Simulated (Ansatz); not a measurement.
The calculation's input:

```
crystal:
  periodic: [false, false, false]
  atoms:
    - { symbol: Si, position_ang: [0.0, 0.0, 0.0] }
    - { symbol: O, position_ang: [0.0, 0.0, 2.03] }
    - { symbol: H, position_ang: [-0.9095, -0.2814, 2.3671] }
    - { symbol: F, position_ang: [1.4994, 0.0, -0.5295] }
    - { symbol: Cl, position_ang: [-1.0032, 1.7381, -0.7093] }
    - { symbol: F, position_ang: [-0.7489, -1.2974, -0.5295] }
    - { symbol: H, position_ang: [0.6598, 1.5344, 0.555] }
    - { symbol: H, position_ang: [0.517, 1.2024, 1.4744] }
basis:
  gaussian: { orbitals: def2-SVP }
hamiltonian:
  xc: hf
relax:
  f_tol: 0.15
  max_steps: 25
  restrain:
    - { distance: [0, 6], at: 2.66, k: 30.0 }
    - { distance: [7, 1], at: 2.21, k: 30.0 }
    - { distance: [0, 1], at: 1.68, k: 30.0 }
    - { distance: [7, 6], at: 0.66, k: 30.0 }
output:
  orbitals: {}
```

Run with:

```sh
ansatz run input.yaml --threads 1 --pin off --max-ram 2048MiB --backend cpu --events-out ev --progress --plain --runs-dir out
```

The fields are those of the run's last geometry, not of the input's.

Not at a stationary point (largest force 1.5 eV/Å).

All numbers below come from RHF/def2-SVP in Ansatz.

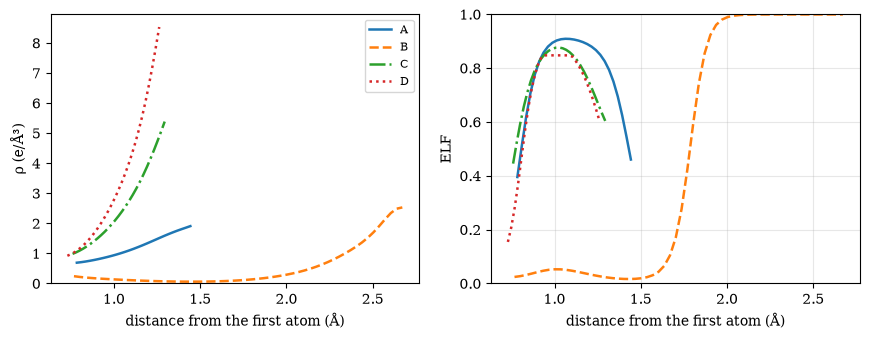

ClF₂HOSi···H₂. Total electron density and electron localisation function along straight lines between neighbouring atoms. The curves leave out the atomic cores.

Which curve belongs to which contact (Si–Cl, Si–F, Si–H and Si–O)? The first atom named is at distance zero.

Curve A: Si–Cl (2.02 Å): ρ is about 0.96 e/Å³ halfway; the ELF peaks at about 0.90 between the atoms: a polar covalent bond. Curve B: Si1···H7 (2.67 Å): the density falls to about 0.06 e/Å³ on the way; the ELF dips to about 0 between them. Curve C: Si–O (1.64 Å): the density is about 1.2 e/Å³ at the midpoint; the ELF peaks at about 0.90 between the atoms (a polar covalent bond). Curve D: Si–F (1.58 Å): ρ is about 1.1 e/Å³ halfway; the ELF peaks at about 0.85 in the valence shell of F, 0.6 Å from its nucleus, and is about 0.35 at the midpoint.
